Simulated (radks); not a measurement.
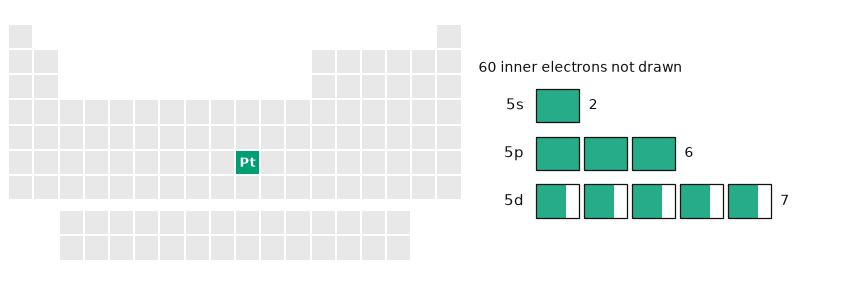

*Left, the place of platinum in the periodic table; right, the outer shells as the input fills them: a box for each of the 2l + 1 orbitals, shaded by the share of the shell that is filled, with the electron count at the right.*

**Pt³⁺: atomic calculation**

- system: Pt³⁺ (Z = 78, 75 electrons) in the configuration [Xe] 4f14 5d7 (5d3/2: 4, 5d5/2: 3).
- method: Dirac Kohn-Sham, LDA (Slater exchange, Perdew-Wang correlation), spin-unpolarised, spherical densities, point nucleus (the in-house radial solver radks)

## Input file
```
Z 78
configuration [Xe] 4f14 5d7
relativity Dirac
functional lda,pw
spin unpolarised
j_filling energy
nucleus point
c 137.035999084
```

Energies in input and log are in hartree, lengths in bohr.

Hardware: 1 CPU thread, shared host.

The run was one of a batch that the task file lists, launched with:
```bash
python <driver script> task.json out
```

## Output
```
1s1/2   1   2.0000       -2876.97827692
2s1/2   1   2.0000        -506.13721813
2p1/2   1   2.0000        -485.25179921
2p3/2   1   4.0000        -421.77218234
3s1/2   1   2.0000        -119.85465787
3p1/2   1   2.0000        -110.47055893
3p3/2   1   4.0000         -96.51919510
3d3/2   1   4.0000         -80.85873952
3d5/2   1   6.0000         -77.84968689
4s1/2   1   2.0000         -26.74605807
4p1/2   1   2.0000         -22.76767903
4p3/2   1   4.0000         -19.43569910
4d3/2   1   4.0000         -12.91200134
4d5/2   1   6.0000         -12.29240408
4f5/2   1   6.0000          -3.94818758
4f7/2   1   8.0000          -3.82100158
5s1/2   1   2.0000          -5.02986268
5p1/2   1   2.0000          -3.74957076
5p3/2   1   4.0000          -3.18502592
5d3/2   1   4.0000          -1.46492699
5d5/2   1   3.0000          -1.40437587
Etot -18434.21334725668
Ekin 21093.980178059755
Encl -46272.115732070626
Eh 7089.572354681795
Exc -345.65014792760667
err 1.220603146285678e-08
it 15
```

## Orbitals

```
orbital  occupation  energy (eV)  ⟨r⟩ (bohr)  outer maximum (bohr)
     1s           2     −78286.6     0.01716                0.0106
     2s           2     −13772.7     0.07172                0.0615
  2p1/2           2     −13204.4     0.05908                0.0453
  2p3/2           4     −11477.0     0.06751                0.0526
     3s           2      −3261.4      0.1867                 0.173
  3p1/2           2      −3006.1      0.1769                 0.162
  3p3/2           4      −2626.4      0.1924                 0.176
  3d3/2           4      −2200.3      0.1676                 0.137
  3d5/2           6      −2118.4      0.1724                 0.141
     4s           2     −727.797      0.4152                 0.390
  4p1/2           2     −619.540      0.4180                 0.389
  4p3/2           4     −528.872      0.4521                 0.420
  4d3/2           4     −351.353      0.4619                 0.413
  4d5/2           6     −334.493      0.4732                 0.423
     5s           2     −136.870      0.9491                 0.868
  4f5/2           6     −107.436      0.5121                 0.382
  4f7/2           8     −103.975      0.5194                 0.387
  5p1/2           2     −102.031       1.026                 0.919
  5p3/2           4      −86.669       1.122                 0.999
  5d3/2           4      −39.863       1.466                  1.21
  5d5/2           3      −38.215       1.511                  1.25
```

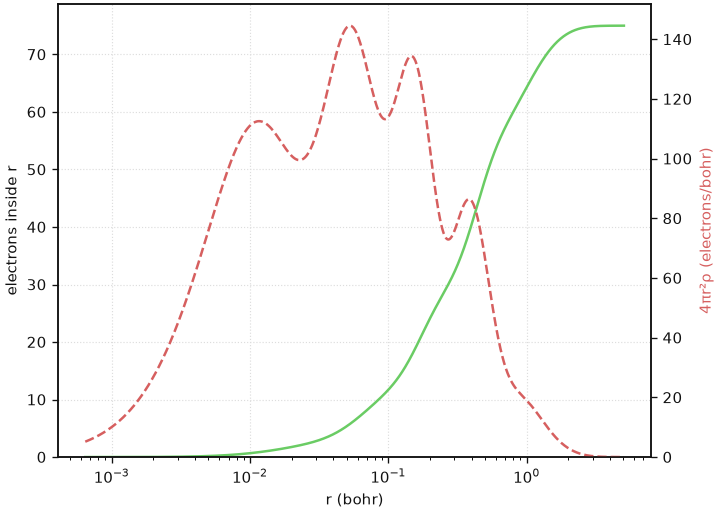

*The number of electrons inside radius r (solid) and the radial density 4πr²ρ (dashed).*

The count levels off at 75 electrons. Half of them lie within 0.366 bohr, 90 % within 1.19 bohr and 99 % within 2.25 bohr. The radial density has minima at 0.0228, 0.0948 and 0.272 bohr, where the count stands at 2.0, 11.1 and 30.1; these part the shells that the density resolves.

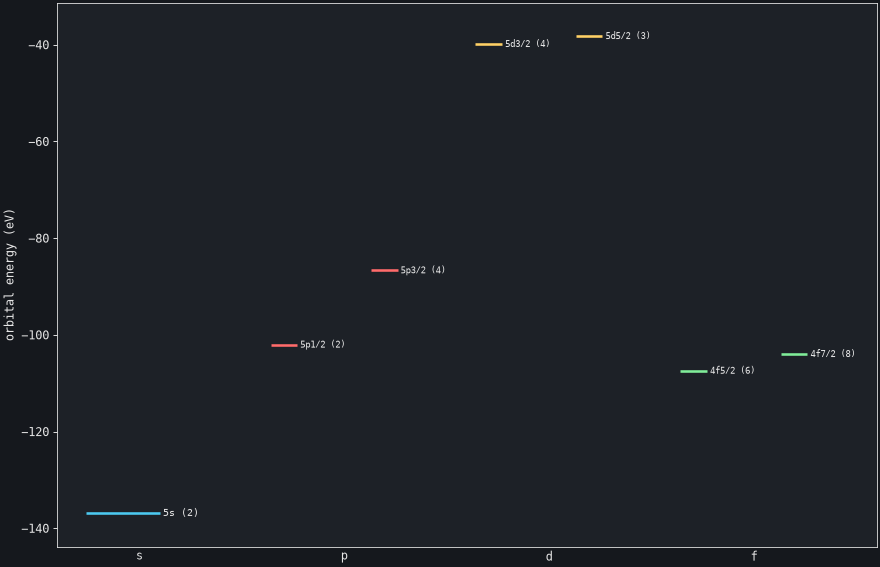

*The outer levels are drawn by angular momentum (occupations in brackets, the lower j at the left of each column).*

The highest occupied level is 5d5/2 at −38.2 eV. The highest 6 occupied levels, from the top down, are 5d5/2 (−38.2 eV), 5d3/2 (−39.9 eV), 5p3/2 (−86.7 eV), 5p1/2 (−102.0 eV), 4f7/2 (−104.0 eV), 4f5/2 (−107.4 eV). Spin-orbit splittings: 5d 1.65 eV, 5p 15.4 eV, 4f 3.46 eV.

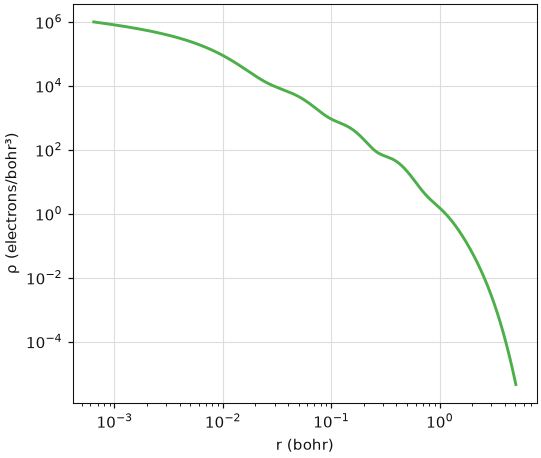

*The electron density ρ(r) on a logarithmic scale.*

The density falls from 990000 electrons/bohr³ at the inner end (r = 0.00064 bohr) to 0.001 at r = 3.33 bohr, a common measure of the size of an atom or ion. The highest occupied orbital, 5d5/2 (⟨r⟩ = 1.51 bohr, −38.2 eV), is also the most diffuse and sets the fall-off far out: over the last part drawn ln ρ falls by 3.2 per bohr, against 2√(−2ε) = 3.4 for the pure exponential. The steps in the slope mark the shells; the radial density has its minima at 0.023, 0.095 and 0.27 bohr.

## Summary

| quantity | value |
| --- | --- |
| outcome | converged |
| total energy | −18434.2133 hartree |
| kinetic energy | 21093.9802 hartree |
| electron–nucleus energy | −46272.1157 hartree |
| Hartree energy | 7089.5724 hartree |
| exchange–correlation energy | −345.650148 hartree |
| radius at density 0.001 e/bohr³ | 3.33 bohr |
| SCF iterations | 15 |
